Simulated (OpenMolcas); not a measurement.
**A ladder of methods for BCNF2 (SMILES N#CB(F)F)**

BCNF2: 5 atoms, total charge 0, spin state singlet. SMILES: `N#CB(F)F`. Geometry: relaxed at PBE0-D4/def2-TZVP.

Quantity: the dipole moment, in D. The values are calculated.

```csv
level,kind,program,value (D),CPU time
SVWN5/6-311+G**,LDA,OpenMolcas,1.84,29 s
PBE/6-311+G**,GGA,OpenMolcas,1.83,37 s
revPBE/6-311+G**,GGA,OpenMolcas,1.83,35 s
TPSS/6-311+G**,meta-GGA,OpenMolcas,1.84,54 s
r2SCAN/6-311+G**,meta-GGA,OpenMolcas,1.82,47 s
B3LYP/6-311+G**,global hybrid,OpenMolcas,1.78,36 s
M06-2X/6-311+G**,hybrid meta-GGA,OpenMolcas,1.76,47 s
PBE0/6-311+G**,global hybrid,OpenMolcas,1.78,33 s
```

The values span 1.76 to 1.84 D. Magnitudes only. Times are those of the runs behind each value, whatever else they computed, on shared processors of several kinds: orders of magnitude only.

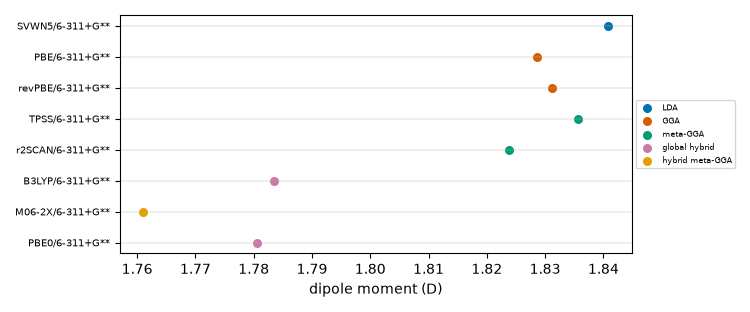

The values of the table, level by level.
